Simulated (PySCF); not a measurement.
**SNH: structure of the singlet**

Aim: relax SNH as a singlet from a PBE0 minimum start, check by its vibrations whether the end is a minimum, and collect its spectrum and constants.

Program: PySCF 2.14.0. Level of theory: PBE0, basis S def2-TZVP, N def2-TZVP, H def2-TZVP, no relativity, density fitting. These are calculated values, not measurements.

## (1) The starting structure

3 atoms, charge 0, spin multiplicity 1.

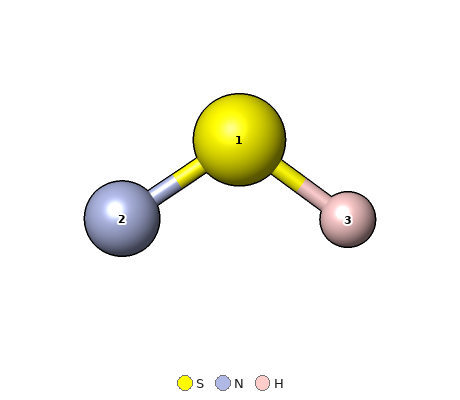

The starting geometry (sulfur yellow, nitrogen light blue, hydrogen pink); atoms are numbered from 1 in the order of the file.

Z-matrix (Å, degrees; charge 0 multiplicity 1):
```
S
N  1 1.4879
H  1 1.4171 2 109.76
```

## (2) First SCF at the start

One driver script runs all steps and calls PySCF; scf.py shows how it sets up the SCF of each step. The optimiser is the driver's own. After this first run the driver tries any further starts and a stability analysis.

scf.py

```python
from pyscf import gto, scf, dft
mol = gto.M(atom='''
S      0.333385     0.000000    -0.277864
N     -0.869728     0.000000     0.597513
H      1.505498     0.000000     0.518664''',
    basis={'S': 'def2-TZVP', 'N': 'def2-TZVP', 'H': 'def2-TZVP'},
    charge=0, spin=0)
mf = dft.RKS(mol, xc='PBE0')
mf.grids.atom_grid = (50, 194)
aux = {'S': 'def2-universal-JKFIT', 'N': 'def2-universal-JKFIT', 'H': 'def2-universal-JKFIT'}
mf = mf.density_fit(auxbasis=aux)
mf.conv_tol = 1e-08
mf.diis_space = 10
mf.max_cycle = 60
mf.init_guess = 'minao'
mf.verbose = 4
mf.kernel()
```

Run with:

```
OMP_NUM_THREADS=2 python axn.py task.json out
```

Log:

```text
init E= -453.460233712004
  HOMO = -0.24059725377154  LUMO = -0.166046457687234  gap/eV = 2.02863
cycle= 1 E= -453.225731102919  delta_E= 0.235  |g|= 0.399  |ddm|= 1.63
  HOMO = -0.194450467597896  LUMO = -0.0760172439433155  gap/eV = 3.22273
cycle= 2 E= -453.012064210249  delta_E= 0.214  |g|= 0.993  |ddm|= 1.12
  HOMO = -0.257006796156357  LUMO = -0.124607654855467  gap/eV = 3.60276
cycle= 3 E= -453.268526710217  delta_E= -0.256  |g|= 0.0303  |ddm|= 0.807
  HOMO = -0.252946330719155  LUMO = -0.116332090740162  gap/eV = 3.71746
cycle= 4 E= -453.268696108832  delta_E= -0.000169  |g|= 0.0158  |ddm|= 0.0388
  HOMO = -0.255920725115946  LUMO = -0.118522106997634  gap/eV = 3.73881
cycle= 5 E= -453.268753082699  delta_E= -5.7e-05  |g|= 0.00187  |ddm|= 0.0136
  HOMO = -0.255753283564182  LUMO = -0.118226392196171  gap/eV = 3.74230
cycle= 6 E= -453.268754016526  delta_E= -9.34e-07  |g|= 0.000806  |ddm|= 0.00224
  HOMO = -0.255813464932764  LUMO = -0.118291444885799  gap/eV = 3.74216
cycle= 7 E= -453.268754211444  delta_E= -1.95e-07  |g|= 0.000235  |ddm|= 0.00106
  HOMO = -0.25582241514271  LUMO = -0.118290793242483  gap/eV = 3.74243
cycle= 8 E= -453.268754226115  delta_E= -1.47e-08  |g|= 2.31e-05  |ddm|= 0.000204
  HOMO = -0.255826797447238  LUMO = -0.118293422936723  gap/eV = 3.74247
cycle= 9 E= -453.268754226264  delta_E= -1.49e-10  |g|= 3.81e-06  |ddm|= 3.4e-05
  HOMO = -0.25582616459652  LUMO = -0.118292552628606  gap/eV = 3.74248
Extra cycle  E= -453.268754226266  delta_E= -1.71e-12  |g|= 3.67e-06  |ddm|= 6.06e-06
converged SCF energy = -453.268754226266
```

This step, with its further starts and checks, needed 3.1 s of wall time on 2 threads of Arm Neoverse N1, shared host.

No lower closed-shell solution turned up in the test of internal stability.

## (3) PBE0 minimum start, singlet: relaxation

The program finds Cs symmetry in the start, which this walk keeps. The walk stops when the largest gradient is under 0.0003 Eh/bohr and the energy has settled too.

Edit scf.py of step 2 so:

```diff
@@ -3,3 +3,3 @@
-S      0.333385     0.000000    -0.277864
-N     -0.869728     0.000000     0.597513
-H      1.505498     0.000000     0.518664''',
+S      0.333440     0.000000    -0.277989
+N     -0.869673     0.000000     0.597388
+H      1.505553     0.000000     0.518539''',
@@ -15 +14,0 @@
-mf.init_guess = 'minao'
```

The optimiser's trace:

| step | energy (Eh) | change (kJ/mol) | largest symmetric gradient (Eh/bohr) |
| --- | --- | --- | --- |
| 0 | -453.268754 | 0.00 | 0.00009 |

The walk took 0.7 s.

It settles in Cs symmetry, 0.0 kJ/mol below the start, after 0 steps: S–H 1.417 Å, S–N 1.488 Å; H–S–N 109.8°.

## (4) Hessian and properties

The point is checked on the finer grid, and tightened if its gradient asks for it. The Hessian and the dipole derivatives come from central differences of analytic gradients, with steps of 0.02 bohr.

Edit scf.py of step 3 so:

```diff
@@ -9 +9 @@
-mf.grids.atom_grid = (50, 194)
+mf.grids.atom_grid = (75, 302)
@@ -12 +12 @@
-mf.conv_tol = 1e-08
+mf.conv_tol = 1e-10
```

This SCF starts from the last density.

Log of the central SCF (cycles and frontier levels):

```text
init E= -453.26876999243
  HOMO = -0.255826789533785  LUMO = -0.118294105588966  gap/eV = 3.74245
cycle= 1 E= -453.268769992429  delta_E= 6.82e-13  |g|= 9.77e-07  |ddm|= 1.28e-06
  HOMO = -0.25582652012648  LUMO = -0.118293866825113  gap/eV = 3.74245
Extra cycle  E= -453.268769992427  delta_E= 2.84e-12  |g|= 2.37e-06  |ddm|= 2.37e-06
converged SCF energy = -453.268769992427
```

The whole step took 19 s.

Geometry: Cs; S–H 1.417 Å, S–N 1.488 Å; H–S–N 109.8°.

Modes, for the most abundant isotopes:

```json
{"symmetry": "a'", "ω (cm⁻¹)": "1047", "IR (km/mol)": "7.6", "μ (u)": "1.20", "type": "bend"}
{"symmetry": "a'", "ω (cm⁻¹)": "1218", "IR (km/mol)": "19.5", "μ (u)": "8.98", "type": "stretch"}
{"symmetry": "a'", "ω (cm⁻¹)": "2143", "IR (km/mol)": "239", "μ (u)": "1.05", "type": "stretch"}
```

Every mode is real; the point is a minimum.

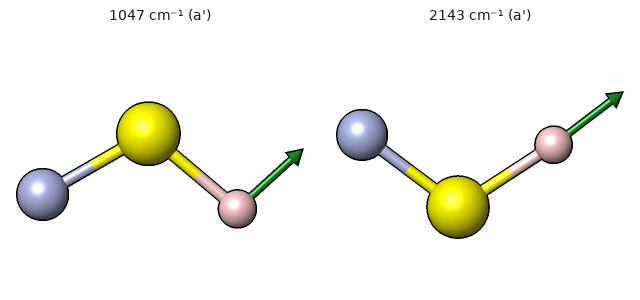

How the atoms move in 2 of the modes.

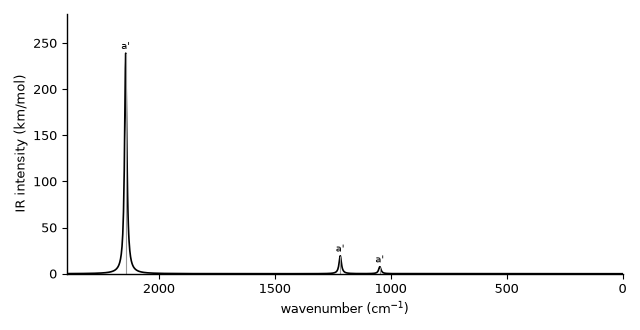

The harmonic infrared spectrum (widths in cm⁻¹). Lines are broadened to a width of 12 cm⁻¹ (Lorentzian).

Constants and moments:

| Property | Result |
| --- | --- |
| Dipole moment | 2.70 D |
| Highest occupied level | -6.96 eV |
| Lowest empty level | -3.22 eV |
| Rotational constants | 10.02, 0.7496, 0.6975 cm⁻¹ |
| Zero-point energy | 26.4 kJ/mol |
| Principal polarisabilities | 15.2, 22.2, 34.9 bohr³ |
| Atomisation energy without zero-point energy | 657 kJ/mol |
| Principal traceless quadrupole moments about the centre of mass | -2.80, 0.71, 2.09 D Å |
| Entropy at 298.15 K and 1 bar | 234.2 J/(mol K) |
| Heat capacity Cp at 298.15 K | 35.5 J/(mol K) |
| Enthalpy at 298.15 K above 0 K | 10.04 kJ/mol |
| Rotational symmetry number | 1 |

Charges (e) and bond orders:

| atom | Mulliken | Löwdin | polar tensor | Mayer order to S1 |
| --- | --- | --- | --- | --- |
| S1 | 0.23 | 0.46 | 0.39 | – |
| N2 | -0.31 | -0.45 | -0.25 | 2.25 |
| H3 | 0.08 | -0.01 | -0.14 | 0.86 |

Mulliken populations on S1: s 5.81, p 9.61, d 0.32, f 0.02.

## (5) Results

| quantity | value |
| --- | --- |
| minimum | singlet, Cs |
| geometry | S–H 1.417 Å, S–N 1.488 Å; H–S–N 109.8° |
| wavenumbers (cm⁻¹) | 1047 (a'), 1218 (a'), 2143 (a') |
| dipole moment | 2.70 D |
| highest occupied, lowest empty level | -6.96, -3.22 eV |
| polar-tensor charge of S1 | +0.39 e |
| zero-point energy | 26.4 kJ/mol |
| entropy at 298.15 K | 234.2 J/(mol K) |
| atomisation energy (no zero-point energy) | 657 kJ/mol |

In words: The molecule stays Cs, as typed, and the end point is a minimum. In the infrared the band at 2143 cm⁻¹ (a', stretch) leads. Only this shape and spin were tried, so other structures or states may lie lower.

The search up to here took 23 s.
